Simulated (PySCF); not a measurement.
# ZrCl₃⁺: structure of the singlet

The task is one start of a wider search on ZrCl₃⁺: the singlet, from a trigonal pyramidal start. It is relaxed, tested by its Hessian and followed downhill if it is a saddle.

Method: PBE0, basis Zr def2-TZVP with ECP28, Cl def2-TZVP, scalar-relativistic core potentials, no spin–orbit coupling, density fitting; program: PySCF 2.14.0.

## Step 1: The system as given

4 atoms, charge 1, spin multiplicity 1.

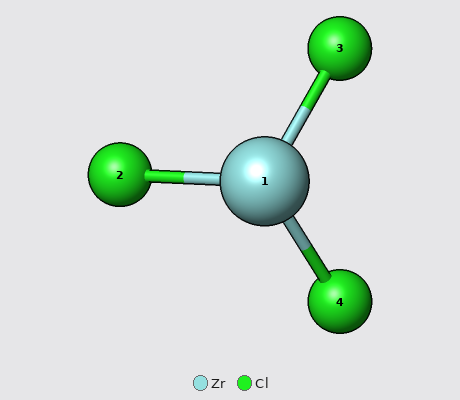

Start geometry, drawn with zirconium light teal, chlorine green; atoms are numbered from 1 in the order of the file.

```xyz
4
charge 1 multiplicity 1
Zr    0.0000    0.0000    0.0000
Cl    2.1892    0.0000    1.1640
Cl   -1.0946    1.8959    1.1640
Cl   -1.0946   -1.8959    1.1640
```

## Step 2: First SCF at the start

The steps below are one call of a driver around PySCF. For each, scf.py gives the equivalent set-up of the SCF; relaxations use the driver's own optimiser. After this first run the driver tries any further starts and a stability analysis.

Contents of scf.py:

```python
from pyscf import gto, scf, dft
mol = gto.M(atom='''
Zr     0.000000     0.000000     0.000000
Cl     2.189200     0.000000     1.164000
Cl    -1.094600     1.895900     1.164000
Cl    -1.094600    -1.895900     1.164000''',
    basis={'Zr': 'def2-TZVP', 'Cl': 'def2-TZVP'},
    ecp={'Zr': 'def2-TZVP'},
    charge=1, spin=0)
mf = dft.RKS(mol, xc='PBE0')
mf.grids.atom_grid = (50, 194)
aux = {'Zr': 'def2-universal-JKFIT', 'Cl': 'def2-universal-JKFIT'}
mf = mf.density_fit(auxbasis=aux)
mf.conv_tol = 1e-08
mf.diis_space = 10
mf.max_cycle = 60
mf.init_guess = 'minao'
mf.verbose = 4
mf.kernel()
```

Started as:

```
$ OMP_NUM_THREADS=4 python axn.py task.json out
```

The program printed:

```text
init E= -1421.93796374031
  HOMO = -0.516562783286446  LUMO = -0.43050936369386  gap/eV = 2.34163
cycle= 1 E= -1426.86470879583  delta_E= -4.93  |g|= 0.994  |ddm|= 4.38
  HOMO = -0.52611810021328  LUMO = -0.184609035262998  gap/eV = 9.29293
cycle= 2 E= -1426.43680478394  delta_E= 0.428  |g|= 1.38  |ddm|= 1.98
  HOMO = -0.494616495838236  LUMO = -0.356734030034516  gap/eV = 3.75197
cycle= 3 E= -1427.07798130627  delta_E= -0.641  |g|= 0.318  |ddm|= 1.48
  HOMO = -0.522513025693381  LUMO = -0.35958622997139  gap/eV = 4.43346
cycle= 4 E= -1427.10398057538  delta_E= -0.026  |g|= 0.0688  |ddm|= 0.267
  HOMO = -0.514858535688835  LUMO = -0.35524203423868  gap/eV = 4.34339
cycle= 5 E= -1427.10478768045  delta_E= -0.000807  |g|= 0.0296  |ddm|= 0.064
  HOMO = -0.516048128733768  LUMO = -0.352733341336298  gap/eV = 4.44402
cycle= 6 E= -1427.1049872302  delta_E= -0.0002  |g|= 0.0095  |ddm|= 0.0277
  HOMO = -0.515778755377276  LUMO = -0.3533876821466  gap/eV = 4.41889
cycle= 7 E= -1427.10501602214  delta_E= -2.88e-05  |g|= 0.000877  |ddm|= 0.00751
  HOMO = -0.515790361535171  LUMO = -0.35341442814391  gap/eV = 4.41847
cycle= 8 E= -1427.105016326  delta_E= -3.04e-07  |g|= 0.000307  |ddm|= 0.00131
  HOMO = -0.515786533809594  LUMO = -0.353418583370652  gap/eV = 4.41826
cycle= 9 E= -1427.10501634839  delta_E= -2.24e-08  |g|= 0.000181  |ddm|= 0.000382
  HOMO = -0.515784122577139  LUMO = -0.353422319553681  gap/eV = 4.41809
cycle= 10 E= -1427.10501635973  delta_E= -1.13e-08  |g|= 2.22e-05  |ddm|= 0.000201
  HOMO = -0.51578513455303  LUMO = -0.35342207602665  gap/eV = 4.41812
cycle= 11 E= -1427.10501635986  delta_E= -1.35e-10  |g|= 7.71e-06  |ddm|= 1.88e-05
  HOMO = -0.515785196369162  LUMO = -0.35341939142766  gap/eV = 4.41820
Extra cycle  E= -1427.10501635972  delta_E= 1.38e-10  |g|= 2.2e-05  |ddm|= 2.33e-05
converged SCF energy = -1427.10501635972
```

This step, with its further starts and checks, took 18 s on 4 threads of Intel Xeon Platinum 8259CL at 2.50GHz (Skylake/Cascade Lake), shared host.

Energies from each starting density:

| start | energy (Eh) |
| --- | --- |
| the minimal-basis guess | -1427.105016 |
| a thermally smeared density | -1427.105016 |
| a smeared PBE density | -1427.105016 |

The test of internal stability and the other starts found no lower closed-shell solution.

## Step 3: Relaxing the singlet from the trigonal pyramidal start

The program finds C3v symmetry in the start, which this walk keeps. Threshold on the gradient: 0.0003 Eh/bohr, with a further test on the energy change.

scf.py: that of step 2 with these lines changed.

```diff
@@ -3,4 +3,4 @@
-Zr     0.000000     0.000000     0.000000
-Cl     2.189200     0.000000     1.164000
-Cl    -1.094600     1.895900     1.164000
-Cl    -1.094600    -1.895900     1.164000''',
+Zr     0.000000    -0.000000    -0.626818
+Cl     2.189198     0.000000     0.537182
+Cl    -1.094599     1.895901     0.537182
+Cl    -1.094599    -1.895901     0.537182''',
@@ -17 +16,0 @@
-mf.init_guess = 'minao'
```

The optimiser's trace:

| step | energy (Eh) | change (kJ/mol) | largest symmetric gradient (Eh/bohr) |
| --- | --- | --- | --- |
| 0 | -1427.105016 | 0.00 | 0.10456 |
| 1 | -1427.149656 | -117.20 | 0.04576 |
| 2 | -1427.156546 | -135.29 | 0.01754 |
| 3 | -1427.158273 | -139.82 | 0.00423 |
| 4 | -1427.158350 | -140.03 | 0.00165 |
| 5 | -1427.158389 | -140.13 | 0.00035 |
| 6 | -1427.158392 | -140.14 | 0.00009 |
| 7 | -1427.158392 | -140.14 | 0.00001 |

The walk took 32 s.

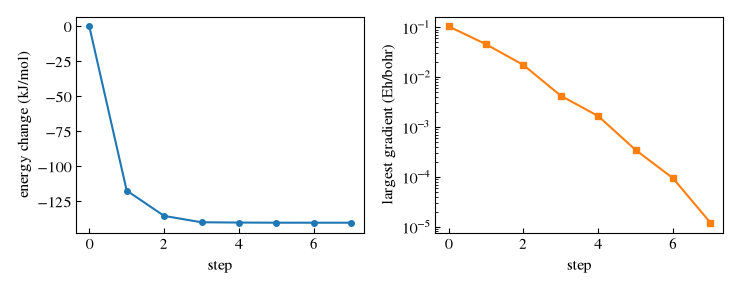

Energy and largest gradient along the walk.

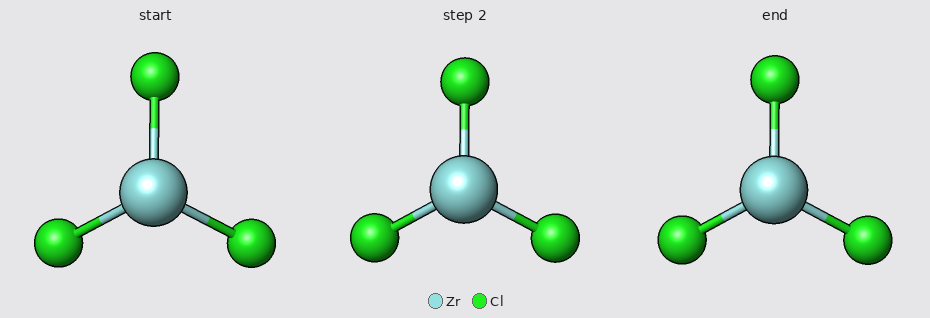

The geometry along the walk, at one scale.

After 7 steps and 140.1 kJ/mol it ends at C3v: Zr–Cl 2.253 Å (×3); Cl–Zr–Cl 108.3° (×3).

## Step 4: Frequencies

On the finer grid the gradient is checked again; gradients at displacements of ±0.02 bohr then give force constants and infrared intensities.

scf.py: that of step 3 with these lines changed.

```diff
@@ -3,4 +3,4 @@
-Zr     0.000000    -0.000000    -0.626818
-Cl     2.189198     0.000000     0.537182
-Cl    -1.094599     1.895901     0.537182
-Cl    -1.094599    -1.895901     0.537182''',
+Zr    -0.000000     0.000000    -0.408524
+Cl     2.118044    -0.000000     0.359753
+Cl    -1.059022     1.834280     0.359753
+Cl    -1.059022    -1.834280     0.359753''',
@@ -11 +11 @@
-mf.grids.atom_grid = (50, 194)
+mf.grids.atom_grid = (75, 302)
@@ -14 +14 @@
-mf.conv_tol = 1e-08
+mf.conv_tol = 1e-10
```

The driver hands on the density of the step before, so the log starts near convergence.

Log of the central SCF (cycles and frontier levels):

```text
init E= -1427.15834741515
  HOMO = -0.536704398646541  LUMO = -0.331660644242827  gap/eV = 5.57952
cycle= 1 E= -1427.15834741515  delta_E= -9.09e-13  |g|= 1.54e-06  |ddm|= 1.75e-06
  HOMO = -0.536704283650037  LUMO = -0.331661070491146  gap/eV = 5.57951
Extra cycle  E= -1427.15834741515  delta_E= 3.18e-12  |g|= 3.52e-06  |ddm|= 3.71e-06
converged SCF energy = -1427.15834741515
```

The whole step took 72 s.

Geometry: C3v; Zr–Cl 2.253 Å (×3); Cl–Zr–Cl 109.0° (×3).

Modes, for the most abundant isotopes:

| symmetry | ω (cm⁻¹) | IR (km/mol) |
| --- | --- | --- |
| a1 | 94 | 12.4 |
| e | 115 | 1.9 |
| a1 | 452 | 10.1 |
| e | 483 | 239 |

No imaginary mode, so this is a minimum.

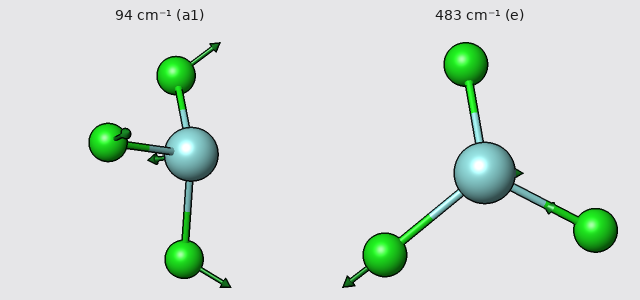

Displacements of 2 of the modes, as arrows (one member where a mode is degenerate).

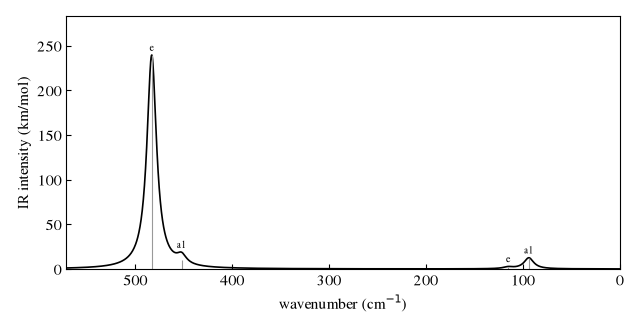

The harmonic infrared spectrum (widths in cm⁻¹). Lines are broadened to a width of 12 cm⁻¹ (Lorentzian).

Properties at this point:

```yaml
Dipole_moment_about_the_centre_of_mass: 4.15 D
Highest_occupied_level: -14.60 eV
Lowest_empty_level: -9.02 eV
Rotational_constants: 0.06388, 0.06388, 0.03582 cm⁻¹
Zero-point_energy: 10.4 kJ/mol
Principal_polarisabilities: 44.3, 80.7, 80.7 bohr³
Principal_traceless_quadrupole_moments_about_the_centre_of_mass: -2.36, -2.36, 4.72 D Å
Entropy_at_298.15_K_and_1_bar: 336.8 J/(mol K)
Heat_capacity_Cp_at_298.15_K: 74.1 J/(mol K)
Enthalpy_at_298.15_K_above_0_K: 17.52 kJ/mol
Rotational_symmetry_number: 3
```

Populations by atom (charges in e):

```
   atom  Mulliken  Löwdin  polar tensor  Mayer order to Zr1
    Zr1      1.48    0.11          2.28                   –
Cl2,3,4     -0.16    0.30         -0.43                1.36
```

Outer orbital energies (eV). occupied: -16.33, -16.33, -15.75, -15.75, -15.41, -14.95, -14.95, -14.60; empty: -9.02, -8.33, -8.33, -7.07.

Mulliken populations on Zr1 (outside its core potential): s 2.22, p 6.23, d 1.99, f 0.08.

## Step 5: Stability of the closed shell

At the lowest minimum the closed shell is tested against spin polarisation, on the (50, 194) grid. It is stable.

## Step 6: What came out

| quantity | value |
| --- | --- |
| minimum | singlet, C3v |
| geometry | Zr–Cl 2.253 Å (×3); Cl–Zr–Cl 109.0° (×3) |
| wavenumbers (cm⁻¹) | 94 (a1), 115 (e), 452 (a1), 483 (e) |
| dipole moment (centre of mass) | 4.15 D |
| highest occupied, lowest empty level | -14.60, -9.02 eV |
| polar-tensor charge of Zr1 | +2.28 e |
| zero-point energy | 10.4 kJ/mol |
| entropy at 298.15 K | 336.8 J/(mol K) |

In words: The molecule stays C3v, as typed, and the end point is a minimum. The strongest infrared band lies at 483 cm⁻¹ (e, stretch). Only this shape and spin were tried, so other structures or states may lie lower.

The search up to here took 2.1 min on 4 threads of Intel Xeon Platinum 8259CL at 2.50GHz (Skylake/Cascade Lake), shared host.
